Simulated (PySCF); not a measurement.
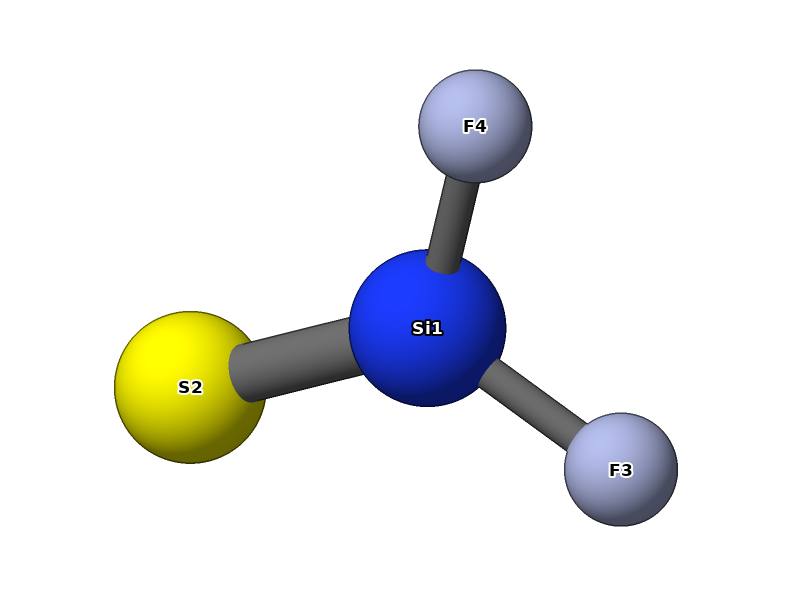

The thickness of each stick grows with its Mayer bond order. Computed geometry: PBE0/def2-TZVP optimisation. Level of theory: PBE0/def2-TZVP (PySCF 2.14.0).

List the Mayer bond orders of Si1–S2, Si1–F3 (one bond of each equivalent set).

```csv
bond,Mayer order,length (Å)
Si1–S2,2.23,1.915
Si1–F3,1.18,1.571
```
